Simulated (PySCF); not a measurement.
# 2,2-difluoroethylamine (C₂H₅F₂N): electronic excitations and core binding energies

Wanted: the electronic excitations and core binding energies of 2,2-difluoroethylamine (C₂H₅F₂N) (`NCC(F)F`), by calculation.

Programs: PySCF 2.14.0, with density-fitted response routines of our own. Each step states its level of theory. These are calculated values for one molecule in the gas phase, unless marked as measured. Atoms count from 0, in the outputs and in this text.

### 1 The molecule as given

10 atoms, charge 0, multiplicity 1; geometry from: GFN2-xTB.

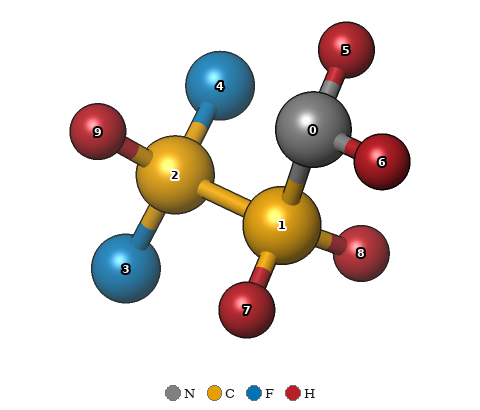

The starting geometry (nitrogen grey, carbon amber, fluorine blue, hydrogen red), atoms numbered; sticks join atoms by distance.

### 2 TDDFT and polarisability: CAM-B3LYP/def2-SVPD

The job: settings as JSON, then the geometry in Å.

```
{"job": {"kind": "uv", "xc": "CAM-B3LYP", "basis": "def2-SVPD", "nstates": 8, "ntriplets": 3}, "charge": 0, "multiplicity": 1}
N     -1.162794     0.733721     0.262163
C     -0.326715    -0.227596    -0.430610
C      1.106789    -0.070674     0.062644
F      1.966866    -0.759291    -0.723954
F      1.240270    -0.588341     1.309829
H     -1.167034     0.543266     1.259136
H     -2.118060     0.676762    -0.070174
H     -0.340126    -0.001465    -1.499715
H     -0.619583    -1.281214    -0.290438
H      1.429270     0.979487     0.098592
```

Method: TDDFT CAM-B3LYP/def2-SVPD, vertical, gas phase, core orbitals frozen in the response.

Command:

```sh
> OMP_NUM_THREADS=1 python probes_run.py task.json out
```

This one command runs all jobs of the session in turn.

Log:

```text
coarse grid: 8512 points
cycle   1  E = -333.1838751664  dE =  5.706e-01  |g| = 6.995e-01  |ddm| = 3.801e+00
cycle   2  E = -333.1594579685  dE =  2.442e-02  |g| = 8.487e-01  |ddm| = 1.935e+00
cycle   3  E = -333.2752946999  dE = -1.158e-01  |g| = 5.127e-02  |ddm| = 8.139e-01
cycle   4  E = -333.2756867397  dE = -3.920e-04  |g| = 2.133e-02  |ddm| = 7.149e-02
cycle   5  E = -333.2757732767  dE = -8.654e-05  |g| = 6.882e-03  |ddm| = 6.707e-02
cycle   6  E = -333.2757831513  dE = -9.875e-06  |g| = 1.547e-03  |ddm| = 8.266e-03
final grid: 83480 points
cycle   7  E = -333.3195585445  dE = -2.240e-05  |g| = 5.147e-03  |ddm| = 3.980e-02
cycle   8  E = -333.3195569714  dE =  1.573e-06  |g| = 6.144e-03  |ddm| = 1.866e-02
cycle   9  E = -333.3195637455  dE = -6.774e-06  |g| = 3.283e-04  |ddm| = 8.630e-03
cycle  10  E = -333.3195637640  dE = -1.841e-08  |g| = 1.409e-04  |ddm| = 4.865e-04
cycle  11  E = -333.3195637677  dE = -3.706e-09  |g| = 3.296e-05  |ddm| = 3.332e-04
cycle  12  E = -333.3195637679  dE = -2.219e-10  |g| = 9.685e-06  |ddm| = 4.908e-05
converged SCF energy = -333.3195637679

Static polarisability (au): isotropic 37.316, principal 34.803 36.488 40.656

Singlet excitations
state   eV       nm        f      main configurations
  1   6.6947    185.2   0.01416   H->L 0.91
  2   7.9951    155.1   0.02241   H->L+2 0.82
  3   8.0637    153.8   0.00283   H->L+1 0.83
  4   8.5430    145.1   0.07411   H->L+3 0.64, H->L+4 0.17, H->L+2 0.10
  5   9.0585    136.9   0.01384   H->L+4 0.71, H->L+3 0.13
  6   9.4302    131.5   0.02241   H->L+5 0.43, H->L+6 0.29
  7   9.5657    129.6   0.00489   H-1->L 0.82
  8   9.6646    128.3   0.00819   H->L+6 0.46, H-1->L+1 0.25, H->L+5 0.10

Triplet excitations (Tamm-Dancoff, eV): 6.3556 7.7690 7.8729
```

It took 21 s on 1 thread, shared host.

Frontier orbitals and where they lie:

```csv
orbital,eV,atoms
HOMO−3,-13.09,"F3 61 %, F4 20 %, C2 6 %"
HOMO−2,-12.75,"C1 24 %, F4 22 %, H7 15 %"
HOMO−1,-11.24,"F4 21 %, F3 21 %, C2 21 %"
HOMO,-9.02,"N0 64 %, C1 13 %, H8 6 %"
LUMO,1.32,"C1 24 %, H6 19 %, N0 13 %"
LUMO+1,1.89,"C2 28 %, H9 18 %, F3 17 %"
LUMO+2,2.23,"H5 16 %, H8 15 %, H7 14 %"
```

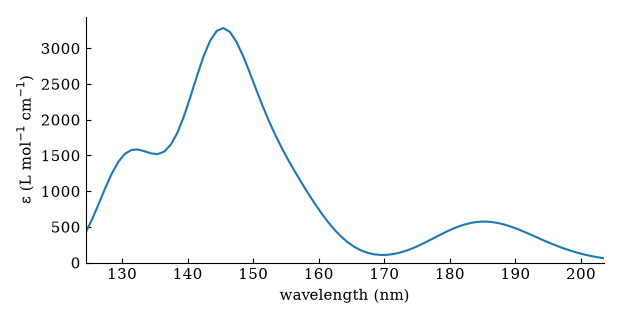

Absorption spectrum: each of the 8 states is a Gaussian band of 0.4 eV half-width at 1/e. Beyond the last state computed it falls off for lack of states.

Ground-state properties from the same run:

```csv
property,computed
dipole moment (D),2.35
polarisability (Å³),5.53
HOMO–LUMO gap (eV),10.34
−ε(HOMO) (eV),9.02
```

### 3 Core-electron binding energies: SCAN, X2C

Same as in step 2 but for these lines:

```diff
@@ -1,2 +1,2 @@
-{"job": {"kind": "uv", "xc": "CAM-B3LYP", "basis": "def2-SVPD", "nstates": 8, "ntriplets": 3}, "charge": 0, "multiplicity": 1}
+{"job": {"kind": "xps"}, "charge": 0, "multiplicity": 1}
 N     -1.162794     0.733721     0.262163
```

Method: delta-SCF UKS SCAN, pcX-2 on the ionised atom, pcseg-1 elsewhere, spin-free X2C.

Log:

```text
ground state, core basis on atom 0 (N), 126 functions
  cycle   1  E = -333.66020459  |g| = 6.72e-01
  cycle   2  E = -333.54237998  |g| = 1.07e+00
  cycle   3  E = -333.73925973  |g| = 7.48e-02
  cycle   4  E = -333.74016373  |g| = 3.72e-02
  cycle   5  E = -333.74046990  |g| = 8.52e-03
  cycle   6  E = -333.74048154  |g| = 3.77e-03
  cycle   7  E = -333.74048285  |g| = 7.80e-04
  cycle   8  E = -333.74048384  |g| = 2.90e-04
  E(ground) = -333.73890718 Eh
hole in N 1s of atom 0
  cycle   1  E = -318.15441648  |g| = 1.85e+00
  cycle   2  E = -317.63022973  |g| = 2.00e+00
  cycle   3  E = -318.79130662  |g| = 3.75e-01
  cycle   4  E = -318.82392262  |g| = 1.88e-01
  cycle   5  E = -318.83409346  |g| = 5.62e-02
  cycle   6  E = -318.83505910  |g| = 1.51e-02
  cycle   7  E = -318.83514134  |g| = 5.48e-03
  cycle   8  E = -318.83514958  |g| = 2.63e-03
  cycle   9  E = -318.83515350  |g| = 8.23e-04
  cycle  10  E = -318.83515364  |g| = 2.00e-04
  E(ion) = -318.83308356 Eh   <S^2> = 0.7643   hole on atom = 1.000   binding energy = 405.608 eV
ground state, core basis on atom 1 (C), 126 functions
  cycle   1  E = -333.72942878  |g| = 6.01e-02
  cycle   2  E = -333.72933643  |g| = 3.13e-02
  cycle   3  E = -333.72939773  |g| = 2.61e-02
  cycle   4  E = -333.72954206  |g| = 2.35e-03
  cycle   5  E = -333.72954314  |g| = 6.46e-04
  cycle   6  E = -333.72954227  |g| = 1.46e-04
  E(ground) = -333.72924246 Eh
hole in C 1s of atom 1
  cycle   1  E = -322.44285618  |g| = 1.51e+00
  cycle   2  E = -321.67198257  |g| = 1.92e+00
  cycle   3  E = -322.93052518  |g| = 4.11e-01
  cycle   4  E = -322.97138503  |g| = 2.51e-01
  cycle   5  E = -322.99116407  |g| = 5.23e-02
  cycle   6  E = -322.99198560  |g| = 1.78e-02
  cycle   7  E = -322.99211385  |g| = 8.12e-03
  cycle   8  E = -322.99215095  |g| = 3.16e-03
  cycle   9  E = -322.99215833  |g| = 1.83e-03
  cycle  10  E = -322.99216109  |g| = 1.26e-03
  cycle  11  E = -322.99216145  |g| = 3.72e-04
  E(ion) = -322.99169325 Eh   <S^2> = 0.7718   hole on atom = 1.000   binding energy = 292.184 eV
ground state, core basis on atom 2 (C), 126 functions
  cycle   1  E = -333.73492224  |g| = 5.98e-02
  cycle   2  E = -333.73488244  |g| = 2.74e-02
  cycle   3  E = -333.73486853  |g| = 2.94e-02
  cycle   4  E = -333.73501479  |g| = 2.47e-03
  cycle   5  E = -333.73501601  |g| = 8.30e-04
  cycle   6  E = -333.73501526  |g| = 1.16e-04
  E(ground) = -333.73490787 Eh
hole in C 1s of atom 2
  cycle   1  E = -322.33355928  |g| = 1.50e+00
  cycle   2  E = -319.29349668  |g| = 2.69e+00
  cycle   3  E = -322.58445839  |g| = 8.01e-01
  cycle   4  E = -322.81703586  |g| = 3.71e-01
  cycle   5  E = -322.86197699  |g| = 1.45e-01
  cycle   6  E = -322.86803772  |g| = 5.56e-02
  cycle   7  E = -322.86909266  |g| = 1.04e-02
  cycle   8  E = -322.86912179  |g| = 7.40e-03
  cycle   9  E = -322.86914091  |g| = 2.33e-03
  cycle  10  E = -322.86914384  |g| = 1.34e-03
  cycle  11  E = -322.86914436  |g| = 4.40e-04
  E(ion) = -322.87081609 Eh   <S^2> = 0.7713   hole on atom = 1.000   binding energy = 295.627 eV
ground state, core basis on atom 3 (F), 126 functions
  cycle   1  E = -333.77169197  |g| = 1.18e-01
  cycle   2  E = -333.77133442  |g| = 6.41e-02
  cycle   3  E = -333.77133418  |g| = 6.46e-02
  cycle   4  E = -333.77189225  |g| = 4.37e-03
  cycle   5  E = -333.77189548  |g| = 7.67e-04
  cycle   6  E = -333.77189489  |g| = 2.78e-04
  E(ground) = -333.77353070 Eh
hole in F 1s of atom 3
  cycle   1  E = -307.40939406  |g| = 2.58e+00
  cycle   2  E = -305.59506822  |g| = 2.63e+00
  cycle   3  E = -307.57456560  |g| = 1.23e+00
  cycle   4  E = -308.26120021  |g| = 2.93e-01
  cycle   5  E = -308.28061363  |g| = 1.53e-01
  cycle   6  E = -308.28835952  |g| = 5.78e-02
  cycle   7  E = -308.28939988  |g| = 1.73e-02
  cycle   8  E = -308.28950316  |g| = 5.18e-03
  cycle   9  E = -308.28951290  |g| = 9.62e-04
  cycle  10  E = -308.28951343  |g| = 4.07e-04
  E(ion) = -308.29802767 Eh   <S^2> = 0.7569   hole on atom = 1.000   binding energy = 693.224 eV
```

It took 35 s on 1 thread, shared host.

Binding energies by hole, beside the orbital energy of the ground state; the difference holds orbital relaxation and, for a density functional, its self-interaction error:

```csv
hole,stands for,environment,ΔSCF (eV),−ε (eV),⟨S²⟩
N1s on N0,N0,amine nitrogen,405.61,386.0,0.764
C1s on C1,C1,sp3 CH2 bonded to N,292.18,274.8,0.772
C1s on C2,C2,sp3 CH bonded to 2 F,295.63,277.9,0.771
F1s on F3,"F3, F4",fluorine of a CF2 group,693.22,667.0,0.757
```

Each hole run stands for the others of its class of like atoms.

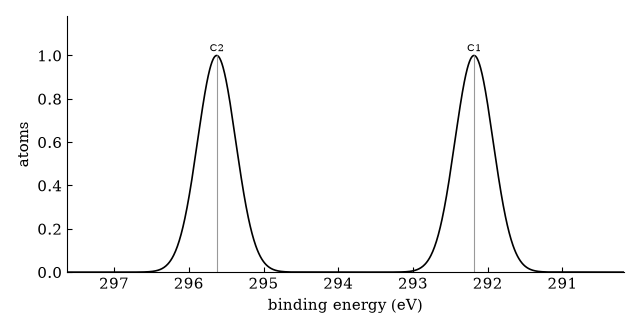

The C1s photoelectron lines, weighted by the number of atoms. Lines are broadened to a width of 0.60 eV (Gaussian).

### 4 Summary of results

| quantity | value |
| --- | --- |
| lowest singlet (CAM-B3LYP/def2-SVPD) | 6.69 eV (185 nm), f = 0.014 |
| brightest single state of those computed | state 4, 8.54 eV, f = 0.074 |
| lowest triplet | 6.36 eV |
| C1s binding energies, SCAN/pcX-2 | C2 295.63, C1 292.18 eV |
| N1s binding energies, SCAN/pcX-2 | N0 405.61 eV |
| F1s binding energies, SCAN/pcX-2 | F3 693.22 eV |

What this shows: The lowest singlet, at 6.69 eV, is HOMO→LUMO 0.91 and is weak; of the 8 states computed, the strongest absorption comes from state 4 at 8.54 eV. The lowest triplet lies 0.34 eV below the lowest singlet (triplets in Tamm-Dancoff, singlets in full TDDFT). C2 (sp3 CH bonded to 2 F) binds its C1s electron 3.44 eV more tightly than C1 (sp3 CH2 bonded to N).
